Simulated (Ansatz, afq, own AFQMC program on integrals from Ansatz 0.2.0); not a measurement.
# CuCH2 (doublet): quantum Monte Carlo beside coupled cluster, def2-SVP

How near does AFQMC come to the top of the ladder for CuCH2 (doublet)?

Method: def2-SVP, frozen cores; program: Ansatz 0.2.0, Gaussian basis, and an in-house AFQMC program (afq) on its integrals; all values are calculated.

Plan: PBE (unrestricted); r2SCAN (unrestricted); PBE0 (unrestricted); B3LYP (unrestricted); CCSD(T) on UHF; wB97M-V (unrestricted); B2PLYP (unrestricted); CCSDT(Q) on UHF; Phaseless AFQMC, single-determinant trial on UHF; Free-projection AFQMC, CISD trial on UHF.

1 further run of the same task is left out (it didn't finish).

## (1) The system

The geometry is a PBE0/def2-TZVP stationary point (not a proven minimum).

4 atoms, charge 0, spin multiplicity 2.

Atoms are counted from 1 here; the program's logs count them from 0.

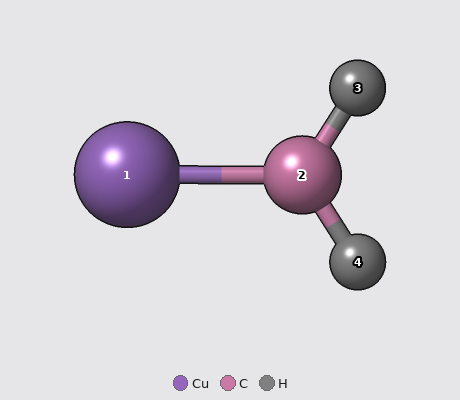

The structure; copper purple, carbon pink, hydrogen grey; atoms are numbered from 1 in the order of the file.

## (2) PBE (unrestricted)

in.yaml

```yaml
crystal:
  periodic: [false, false, false]
  atoms:
    - {symbol: Cu, position_ang: [0.000000, 0.000000, 0.348595]}
    - {symbol: C, position_ang: [0.000000, 0.000000, -1.495609]}
    - {symbol: H, position_ang: [0.000000, 0.918804, -2.077761]}
    - {symbol: H, position_ang: [0.000000, -0.918804, -2.077761]}
basis:
  gaussian: {orbitals: def2-SVP}
magnetization: {spin_polarized: true, initial_magnetization: 1}
hamiltonian: {xc: {name: PBE}}
output: {orbitals: {seedname: orbitals}}
```

Launch:

```bash
$ ansatz run in.yaml --threads 1 --pin off --events-out ev --progress --plain --max-ram 5632MiB --backend cpu
```

The program printed:

```text
Functional definition: PBE
  name "PBE"
  cite "Perdew, Burke & Ernzerhof, Phys. Rev. Lett. 77, 3865 (1996) doi:10.1103/PhysRevLett.77.3865"
  parent pbe
  parameter kappa = 0.804
  parameter beta = 0.06672455060314922
  exchange = pbe_x(kappa = kappa, mu = beta*pi^2/3)
  correlation = pbe_c(beta = beta)
658 factors; their error is unknown
mean field evaluation 1: about -45683.0736 eV, gradient 4.0e1 eV
mean field evaluation 2: about -45647.0997 eV, gradient 7.2e1 eV
mean field evaluation 4: about -45691.2610 eV, gradient 1.8e1 eV
mean field evaluation 8: about -45692.2683 eV, gradient 1.5e-1 eV
mean field evaluation 16: about -45692.2400 eV, gradient 5.4e-5 eV
mean field evaluation 32: about -45692.2400 eV, gradient 1.4e-5 eV
mean field -45692.23999525 eV, -1679.1588485127 hartree, gradient 1.4e-5 eV, S^2 0.755718; 3 other end points of the search recorded, 0 dependent functions left out
reference -45692.24003710 eV, -1679.1588500507 hartree; 19, 18 occupied and 36, 37 virtual orbitals, 658 factors
Total energy: -45692.24003710 eV, -1679.1588500507 hartree
```

Run time: 2.4 s. Hardware: 1 thread of AMD EPYC 7R13 (Zen 3), shared host; peak memory 0.72 GiB.

From the report: ⟨S²⟩ of the determinant 0.756 (pure doublet: 0.75).

## (3) r2SCAN (unrestricted)

Changes to in.yaml since step 2:

```diff
@@ -10,3 +10,2 @@
 magnetization: {spin_polarized: true, initial_magnetization: 1}
-hamiltonian: {xc: {name: PBE}}
-output: {orbitals: {seedname: orbitals}}
+hamiltonian: {xc: {name: r2SCAN}}
```

The command is unchanged.

The program printed:

```text
Functional definition: r2SCAN
  name "r2SCAN"
  cite "Furness, Kaplan, Ning, Perdew & Sun, J. Phys. Chem. Lett. 11, 8208 (2020) doi:10.1021/acs.jpclett.0c02405"
  cite "Furness, Kaplan, Ning, Perdew & Sun, J. Phys. Chem. Lett. 11, 9248 (2020) doi:10.1021/acs.jpclett.0c03077"
  parent r2scan
  parameter k0 = 0.174
  parameter k1 = 0.065
  parameter a1 = 4.9479
  exchange = r2scan_x(k0 = k0, k1 = k1, a1 = a1)
  correlation = r2scan_c
658 factors; their error is unknown
mean field evaluation 1: about -45692.2532 eV, gradient 3.7e1 eV
mean field evaluation 2: about -45669.2131 eV, gradient 6.8e1 eV
mean field evaluation 4: about -45698.3896 eV, gradient 1.9e1 eV
mean field evaluation 8: about -45699.5111 eV, gradient 2.0e-1 eV
mean field evaluation 16: about -45699.4825 eV, gradient 7.4e-5 eV
mean field -45699.48247339 eV, -1679.4250046754 hartree, gradient 7.3e-5 eV, S^2 0.759276; 2 other end points of the search recorded, 0 dependent functions left out
reference -45699.48249072 eV, -1679.4250053122 hartree; 19, 18 occupied and 36, 37 virtual orbitals, 658 factors
Total energy: -45699.48249072 eV, -1679.4250053122 hartree
```

Wall time 3.3 s (1 thread of AMD EPYC 7R13 (Zen 3), shared host); peak memory 0.72 GiB.

From the report: ⟨S²⟩ of the determinant 0.759 (pure doublet: 0.75).

## (4) PBE0 (unrestricted)

Changes to in.yaml since step 3:

```diff
@@ -10,2 +10,3 @@
 magnetization: {spin_polarized: true, initial_magnetization: 1}
-hamiltonian: {xc: {name: r2SCAN}}
+hamiltonian: {xc: {name: PBE0}}
+output: {orbitals: {seedname: orbitals}}
```

Same command.

The program printed:

```text
Functional definition: PBE0
  name "PBE0"
  cite "Adamo & Barone, J. Chem. Phys. 110, 6158 (1999) doi:10.1063/1.478522"
  cite "Perdew, Burke & Ernzerhof, Phys. Rev. Lett. 77, 3865 (1996) doi:10.1103/PhysRevLett.77.3865"
  parent pbe
  parameter a = 0.25
  parameter kappa = 0.804
  parameter beta = 0.06672455060314922
  exchange = (1 - a)*pbe_x(kappa = kappa, mu = beta*pi^2/3) + a*exact_x
  correlation = pbe_c(beta = beta)
600 factors; integrals over basis functions are off by at most 8.8e-4 eV
mean field evaluation 1: about -45687.1194 eV, gradient 3.6e1 eV
mean field evaluation 2: about -45672.0585 eV, gradient 8.3e1 eV
mean field evaluation 4: about -45692.2893 eV, gradient 4.7e0 eV
mean field evaluation 8: about -45692.4647 eV, gradient 1.2e-1 eV
mean field evaluation 16: about -45692.4653 eV, gradient 9.0e-4 eV
mean field -45692.46528074 eV, -1679.1671276019 hartree, gradient 5.3e-5 eV, S^2 0.759243; 0 other end points of the search recorded, 0 dependent functions left out
reference -45692.46531018 eV, -1679.1671286836 hartree; 19, 18 occupied and 36, 37 virtual orbitals, 600 factors
Total energy: -45692.46531018 eV, -1679.1671286836 hartree
```

Wall time 1.9 s (1 thread of AMD EPYC 7R13 (Zen 3), shared host); peak memory 0.72 GiB.

From the report: ⟨S²⟩ of the determinant 0.759 (pure doublet: 0.75).

## (5) B3LYP (unrestricted)

Changes to in.yaml since step 4:

```diff
@@ -10,3 +10,2 @@
 magnetization: {spin_polarized: true, initial_magnetization: 1}
-hamiltonian: {xc: {name: PBE0}}
-output: {orbitals: {seedname: orbitals}}
+hamiltonian: {xc: {name: B3LYP}}
```

Launched as before.

The program printed, shortened:

```text
Functional definition: B3LYP
  name "B3LYP"
  cite "Stephens, Devlin, Chabalowski & Frisch, J. Phys. Chem. 98, 11623 (1994) doi:10.1021/j100096a001"
  cite "Becke, Phys. Rev. A 38, 3098 (1988) doi:10.1103/PhysRevA.38.3098"
  cite "Lee, Yang & Parr, Phys. Rev. B 37, 785 (1988) doi:10.1103/PhysRevB.37.785"
  cite "Vosko, Wilk & Nusair, Can. J. Phys. 58, 1200 (1980) doi:10.1139/p80-159"
[...]
600 factors; integrals over basis functions are off by at most 8.8e-4 eV
[...]
mean field -45701.87994600 eV, -1679.5131101686 hartree, gradient 1.5e-5 eV, S^2 0.758001; 0 other end points of the search recorded, 0 dependent functions left out
reference -45701.88014711 eV, -1679.5131175591 hartree; 19, 18 occupied and 36, 37 virtual orbitals, 600 factors
Total energy: -45701.88014711 eV, -1679.5131175591 hartree
```

Wall time 1.9 s (1 thread of AMD EPYC 7R13 (Zen 3), shared host); peak memory 0.72 GiB.

From the report: ⟨S²⟩ of the determinant 0.758 (pure doublet: 0.75).

## (6) CCSD(T) on UHF

Changes to in.yaml since step 5:

```diff
@@ -10,2 +10,2 @@
 magnetization: {spin_polarized: true, initial_magnetization: 1}
-hamiltonian: {xc: {name: B3LYP}}
+correlation: {method: ccsd_t, electrons: outside_noble_gas, hamiltonian_folder: ham}
```

Launch:

```bash
$ ansatz run in.yaml --threads 1 --pin off --events-out ev --progress --plain --max-ram 16896MiB --backend cuda --devices 0, --max-vram 18GiB
```

The program printed, shortened:

```text
Functional definition: HF
  name "HF"
  cite "Fock, Z. Phys. 61, 126 (1930) doi:10.1007/BF01340294"
  parent pbe
[...]
600 factors; integrals over basis functions are off by at most 8.8e-4 eV
[...]
mean field -45650.24657863 eV, -1677.6156189163 hartree, gradient 3.7e-6 eV, S^2 0.781898; 31 other end points of the search recorded, 0 dependent functions left out
determinant -45650.24657863 eV, -1677.6156189163 hartree, with singles and doubles -45661.56131791 eV, -1678.0314279152 hartree
determinant -45649.90865750 eV, -1677.6032005438 hartree, with singles and doubles -45660.77633337 eV, -1678.0025802655 hartree
determinant -45649.86422324 eV, -1677.6015676147 hartree, with singles and doubles -45661.12340415 eV, -1678.0153348815 hartree
determinant -45649.85449920 eV, -1677.6012102630 hartree, with singles and doubles -45661.36770265 eV, -1678.0243126859 hartree
[...]
determinant -45650.24657863 eV, -1677.6156189163 hartree, with singles and doubles -45661.56793240 eV, -1678.0316709932 hartree
determinant -45649.86422324 eV, -1677.6015676147 hartree, with singles and doubles -45661.48115861 eV, -1678.0284821152 hartree
determinant -45649.85449920 eV, -1677.6012102630 hartree, with singles and doubles -45661.50743157 eV, -1678.0294476290 hartree
determinant -45649.82379522 eV, -1677.6000819123 hartree, with singles and doubles -45661.51937478 eV, -1678.0298865338 hartree
10 core orbitals not correlated: weight in the atoms' cores, before any rotation towards them, 1.000 or more for the frozen orbitals, at most 0.000 for the correlated occupied ones
reference -45650.24657863 eV, -1677.6156189163 hartree; 9, 8 occupied and 36, 37 virtual orbitals, 600 factors
second order -11.82337252 eV of doubles, -0.00000000 eV of singles
cycle   1  -11.32135739 eV  change   -3.6e-6 eV  update   2.5e-6
perturbative correction -0.48492605 eV, -0.0178207035 hartree
Total energy: -45662.05286207 eV, -1678.0494918300 hartree
```

It took 13 s on 1 × NVIDIA H100 80GB HBM3 with 1 thread of AMD EPYC 7R13 (Zen 3), shared host; peak host memory 0.82 GiB.

From the report: ⟨S²⟩ of the determinant 0.782 (pure doublet: 0.75); correlation -11.8063 eV; T1 0.038; largest double amplitude 0.05.

This run also writes the integrals to the folder ham.

## (7) wB97M-V (unrestricted)

Changes to in.yaml since step 6:

```diff
@@ -10,2 +10,3 @@
 magnetization: {spin_polarized: true, initial_magnetization: 1}
-correlation: {method: ccsd_t, electrons: outside_noble_gas, hamiltonian_folder: ham}
+hamiltonian: {xc: {name: wB97M-V}}
+output: {orbitals: {seedname: orbitals}}
```

Launch:

```bash
$ ansatz run in.yaml --threads 1 --pin off --events-out ev --progress --plain --max-ram 5632MiB --backend cpu
```

The program printed, shortened:

```text
Functional definition: wB97M-V
  name "wB97M-V"
  cite "Mardirossian & Head-Gordon, J. Chem. Phys. 144, 214110 (2016) doi:10.1063/1.4952647"
  cite "Becke, J. Chem. Phys. 107, 8554 (1997) doi:10.1063/1.475007"
  cite "Vydrov & Van Voorhis, J. Chem. Phys. 133, 244103 (2010) doi:10.1063/1.3521275"
  # Of w^i u^j: cxij and so on, Table III.
[...]
  gx(w, u) = 1 - cx + cx01*u + cx10*w
  gss(w, u) = css00 + css04*u^4 + css10*w + css20*w^2 + css43*w^4*u^3
  gos(w, u) = cos00 + cos10*w + (cos20 + cos21*u)*w^2 + (cos60 + cos61*u)*w^6
[...]
      + integral(e_c_pw_mod_opposite_spin*gos(b97_w_opposite, b97_u_opposite)) + vv10(b, c)
600 factors; integrals over basis functions are off by at most 8.8e-4 eV
123 factors; integrals over basis functions are off by at most 1.1e-4 eV
[...]
mean field -45697.24175960 eV, -1679.3426599624 hartree, gradient 3.6e-5 eV, S^2 0.757477; 0 other end points of the search recorded, 0 dependent functions left out
reference -45697.24180770 eV, -1679.3426617299 hartree; 19, 18 occupied and 36, 37 virtual orbitals, 600 factors
Total energy: -45697.24180770 eV, -1679.3426617299 hartree
```

Wall time 7 s (1 thread of AMD EPYC 7R13 (Zen 3), shared host); peak memory 0.72 GiB.

From the report: ⟨S²⟩ of the determinant 0.757 (pure doublet: 0.75).

## (8) B2PLYP (unrestricted)

Changes to in.yaml since step 7:

```diff
@@ -10,3 +10,3 @@
 magnetization: {spin_polarized: true, initial_magnetization: 1}
-hamiltonian: {xc: {name: wB97M-V}}
-output: {orbitals: {seedname: orbitals}}
+hamiltonian: {xc: {name: B2PLYP}}
+correlation: {electrons: outside_noble_gas}
```

Same command.

The program printed, shortened:

```text
Functional definition: B2PLYP
  name "B2PLYP"
  cite "Grimme, J. Chem. Phys. 124, 034108 (2006) doi:10.1063/1.2148954"
  cite "Becke, Phys. Rev. A 38, 3098 (1988) doi:10.1103/PhysRevA.38.3098"
  cite "Lee, Yang & Parr, Phys. Rev. B 37, 785 (1988) doi:10.1103/PhysRevB.37.785"
[...]
600 factors; integrals over basis functions are off by at most 8.8e-4 eV
[...]
mean field -45686.01807254 eV, -1678.9301970707 hartree, gradient 5.6e-6 eV, S^2 0.765550; 2 other end points of the search recorded, 0 dependent functions left out
10 core orbitals not correlated: weight in the atoms' cores, before any rotation towards them, 1.000 or more for the frozen orbitals, at most 0.000 for the correlated occupied ones
reference -45686.01819652 eV, -1678.9302016266 hartree; 9, 8 occupied and 36, 37 virtual orbitals, 600 factors
second order -14.66368838 eV of doubles, -0.00000000 eV of singles
Total energy: -45689.97739238 eV, -1679.0756993909 hartree
```

Wall time 2.6 s (1 thread of AMD EPYC 7R13 (Zen 3), shared host); peak memory 0.72 GiB.

From the report: ⟨S²⟩ of the determinant 0.766 (pure doublet: 0.75).

## (9) CCSDT(Q) on UHF

Changes to in.yaml since step 8:

```diff
@@ -10,3 +10,2 @@
 magnetization: {spin_polarized: true, initial_magnetization: 1}
-hamiltonian: {xc: {name: B2PLYP}}
-correlation: {electrons: outside_noble_gas}
+correlation: {method: ccsdt_q, electrons: outside_noble_gas}
```

Launch:

```bash
$ ansatz run in.yaml --threads 1 --pin off --events-out ev --progress --plain --max-ram 16896MiB --backend cuda --devices 0, --max-vram 18GiB
```

The program printed, shortened:

```text
Functional definition: HF
  name "HF"
  cite "Fock, Z. Phys. 61, 126 (1930) doi:10.1007/BF01340294"
  parent pbe
[...]
1033 factors; integrals over basis functions are off by at most 2.5e-7 eV
[...]
mean field -45650.24677192 eV, -1677.6156260194 hartree, gradient 4.1e-6 eV, S^2 0.781896; 30 other end points of the search recorded, 0 dependent functions left out
determinant -45650.24677192 eV, -1677.6156260194 hartree, with singles and doubles -45661.56151759 eV, -1678.0314352534 hartree
determinant -45649.90886859 eV, -1677.6032083012 hartree, with singles and doubles -45660.77584164 eV, -1678.0025621948 hartree
determinant -45649.86441841 eV, -1677.6015747870 hartree, with singles and doubles -45661.12360804 eV, -1678.0153423742 hartree
determinant -45649.85468670 eV, -1677.6012171534 hartree, with singles and doubles -45661.36791891 eV, -1678.0243206331 hartree
[...]
determinant -45649.86441841 eV, -1677.6015747870 hartree, with singles and doubles -45661.48135555 eV, -1678.0284893528 hartree
determinant -45649.85468670 eV, -1677.6012171534 hartree, with singles and doubles -45661.50763343 eV, -1678.0294550472 hartree
determinant -45649.82398731 eV, -1677.6000889716 hartree, with singles and doubles -45661.51957072 eV, -1678.0298937343 hartree
10 core orbitals not correlated: weight in the atoms' cores, before any rotation towards them, 1.000 or more for the frozen orbitals, at most 0.000 for the correlated occupied ones
reference -45650.24677192 eV, -1677.6156260194 hartree; 9, 8 occupied and 36, 37 virtual orbitals, 1033 factors
second order -11.82339966 eV of doubles, -0.00000000 eV of singles
cycle   1  -10.62204958 eV  change     1.2e0 eV  update   1.6e-1
[...]
cycle  30  -11.83188045 eV  change    4.0e-7 eV  update   1.9e-6
perturbative correction 0.05105781 eV, 0.0018763399 hartree
Total energy: -45662.02759456 eV, -1678.0485632660 hartree
```

Run time: 19 s. Hardware: 1 × NVIDIA H100 80GB HBM3 with 1 thread of AMD EPYC 7R13 (Zen 3), shared host; peak host memory 0.92 GiB.

From the report: ⟨S²⟩ of the determinant 0.782 (pure doublet: 0.75); correlation -11.7808 eV; T1 0.036; largest double amplitude 0.05.

## (10) Phaseless AFQMC, single-determinant trial on UHF

It reads the integrals that the CCSD(T) run on this determinant wrote.

Launch:

```bash
$ afq ham --method phaseless --trial hf --walkers 4000 --populations 20 --least-time 40 --time-step 0.005 --steps-per-block 20 --equilibration-blocks 160 --max-blocks 4000 --target-error 0.0012000000000000001 --factor-cut 1e-05 --start spin_pure --seed 4535 --taylor-order 6
```

The program printed:

```text
orbitals 45  electrons 9 8  factors 391 of 600
reference energy -1677.61561892 Eh
CCSD correlation -0.41605226 Eh in 20 cycles, weight of the determinant in the CISD state 0.8493
energy of the start -1677.616177 Eh
 block  time / (1/Eh)  mean weight  energy / Eh
     1     0.100  1.0032  -1677.780375
     2     0.200  1.0040  -1677.858699
     3     0.300  1.0037  -1677.908604
     4     0.400  1.0026  -1677.943198
     5     0.500  1.0022  -1677.963818
     6     0.600  1.0025  -1677.984727
     7     0.700  1.0014  -1678.001533
     8     0.800  1.0013  -1678.006603
     9     0.900  1.0013  -1678.014964
    10     1.000  1.0007  -1678.025802
    15     1.500  0.9998  -1678.036615
    22     2.200  0.9999  -1678.049282
    29     2.900  0.9999  -1678.047568
    36     3.600  0.9997  -1678.056341
    43     4.300  0.9999  -1678.049434
    50     5.000  0.9995  -1678.057182
    57     5.700  0.9995  -1678.057449
    64     6.400  0.9996  -1678.049640
    71     7.100  1.0005  -1678.042790
    78     7.800  1.0003  -1678.056528
    85     8.500  1.0000  -1678.057026
    92     9.200  1.0001  -1678.046249
    99     9.900  1.0004  -1678.056766
   106    10.600  0.9999  -1678.059211
   113    11.300  0.9997  -1678.059700
   120    12.000  1.0000  -1678.060897
   127    12.700  0.9999  -1678.066325
   134    13.400  0.9999  -1678.067280
   141    14.100  1.0000  -1678.063077
   148    14.800  1.0003  -1678.062465
   155    15.500  0.9997  -1678.068332
   162    16.200  1.0001  -1678.074820
   169    16.900  0.9997  -1678.060743
   176    17.600  0.9992  -1678.049942
   183    18.300  1.0001  -1678.052733
   190    19.000  0.9995  -1678.045092
   197    19.700  1.0004  -1678.061657
   204    20.400  1.0000  -1678.053110
   211    21.100  1.0009  -1678.056970
   218    21.800  0.9997  -1678.054669
   225    22.500  0.9995  -1678.058544
   232    23.200  0.9999  -1678.055640
   239    23.900  1.0003  -1678.060015
   246    24.600  0.9996  -1678.057771
   253    25.300  0.9998  -1678.064515
   260    26.000  0.9999  -1678.058616
   267    26.700  1.0004  -1678.052864
   274    27.400  0.9997  -1678.065419
   281    28.100  1.0006  -1678.048884
   288    28.800  1.0003  -1678.050488
   295    29.500  1.0004  -1678.067011
   302    30.200  0.9998  -1678.060242
   309    30.900  1.0005  -1678.054121
error from the spread of 20 populations
energy -1678.058071 +/- 0.001124 Eh
```

Run time: 50 s. Hardware: 1 × NVIDIA H100 80GB HBM3 with 2 threads of AMD EPYC 7R13 (Zen 3), shared host; peak host memory 1.6 GiB.

Energy -45662.2863 ± 0.0306 eV. Caveats: constraint bias not in the error.

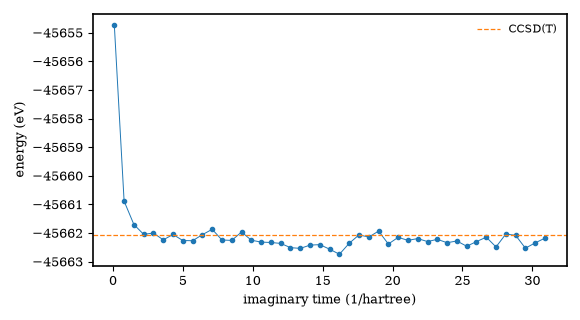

Block energies along the walk.

## (11) Free-projection AFQMC, CISD trial on UHF

It reads the integrals that the CCSD(T) run on this determinant wrote.

Launch:

```bash
$ afq ham --method free --trial cisd --walkers 4000 --time-step 0.03 --max-blocks 4000 --target-error 0.00048 --factor-cut 1e-05 --seed 6700 --times 0,0.21,0.42,0.81,1.2,1.8,2.4,3 --taylor-order 8
```

The program printed:

```text
orbitals 45  electrons 9 8  factors 391 of 600
reference energy -1677.61561892 Eh
CCSD correlation -0.41605226 Eh in 20 cycles, weight of the determinant in the CISD state 0.8493
repeat  energy at the last time / Eh  error
    10  -1678.049782  0.001216
    20  -1678.048674  0.000962
    30  -1678.048862  0.000740
time / (1/Eh)  energy / Eh  error  mean overlap
  0.00  -1678.031648  0.000084  1.1774
  0.21  -1678.040738  0.000107  1.1756
  0.42  -1678.043977  0.000116  1.1781
  0.81  -1678.046800  0.000175  1.1771
  1.20  -1678.047387  0.000170  1.1820
  1.80  -1678.048047  0.000269  1.1936
  2.40  -1678.048246  0.000439  1.2054
  3.00  -1678.048823  0.000627  1.2140
energy -1678.048823 +/- 0.000627 Eh
```

Run time: 76 s. Hardware: 1 × NVIDIA H100 80GB HBM3 with 2 threads of AMD EPYC 7R13 (Zen 3), shared host; peak host memory 1.6 GiB.

Energy -45662.0347 ± 0.0170 eV. Caveats: remainder of the start not in the error.

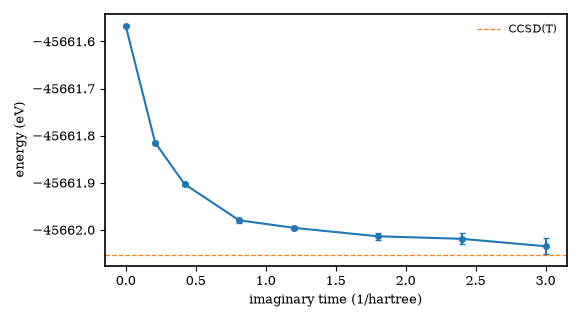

Energy against projection time, with error bars.

## (12) All levels side by side

On the UHF determinant, counted from CCSDT(Q) (a yardstick, not exact):

| level | energy (eV) | from CCSDT(Q) (kcal/mol) | statistical error (kcal/mol) | time |
| --- | --- | --- | --- | --- |
| HF | -45650.2466 | +271.68 |  |  |
| MP2 | -45662.0700 | -0.98 |  |  |
| CCSD | -45661.5679 | +10.60 |  |  |
| CCSD(T) | -45662.0529 | -0.58 |  |  |
| CCSDT(Q) | -45662.0276 | 0.00 |  |  |
| Phaseless AFQMC, single-determinant trial, step 0.005, 4000 walkers | -45662.2863 | -5.97 | 0.71 | 50 s |
| Free-projection AFQMC, CISD trial, step 0.03, 4000 walkers | -45662.0347 | -0.16 | 0.39 | 76 s |

The functionals' totals stand on their own zeros and serve differences with other points: PBE -45692.240 eV; r2SCAN -45699.482 eV; PBE0 -45692.465 eV; B3LYP -45701.880 eV; wB97M-V -45697.242 eV; B2PLYP -45689.977 eV.

## (13) Outcome

```
                                                      quantity                  value
                                  CCSD(T) on UHF from CCSDT(Q)         -0.58 kcal/mol
Phaseless AFQMC, single-determinant trial on UHF from CCSDT(Q)  -5.97 ± 0.71 kcal/mol
        Free-projection AFQMC, CISD trial on UHF from CCSDT(Q)  -0.16 ± 0.39 kcal/mol
```

**Reading.** Free projection has no constraint; at the last time it gives -0.16 ± 0.39 kcal/mol, and from a start that isn't spin pure other spins can mix in. Error bars are statistical and leave out the constraint, the time step and what remains of the start.
